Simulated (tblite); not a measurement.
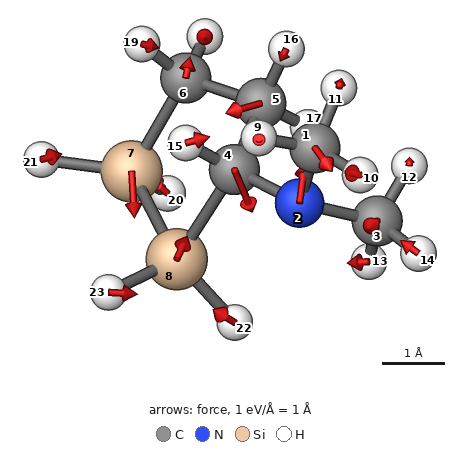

Starting geometry of C$_{5}$H$_{15}$NSi$_{2}$ with the computed forces as red arrows. Style: ball-and-stick. Shown from a free direction.

These are results of tblite 0.8.0, GFN2-xTB geometry optimisation, gas phase, not measurements. 

Is this structure relaxed? If not, where do the atoms go?

Answer. It isn't relaxed: the largest force vector, on a C atom, is 1.07 eV/Å. The final displacements follow the starting forces only in part (cosine between the two patterns 0.38). Over 72 geometry steps the energy falls by 0.246 eV. The atom that moves furthest after the best rigid fit is an H atom (0.23 Å). By element the largest moves are H 0.23 Å, C 0.08 Å, N 0.07 Å, Si 0.06 Å. Some distances before and after: C–Si 1.969 → 1.931 Å, C–C 1.571 → 1.541 Å, Si–Si 2.342 → 2.313 Å, H–Si 1.497 → 1.468 Å. Bond angles that change, for instance: H–Si–H 115.0° → 106.0°, H–Si–H 113.5° → 106.0°, Si–Si–H 113.1° → 119.7°. The run took 0.58 s on 1 thread of Intel(R) Xeon(R) 6975P-C, on a shared host.
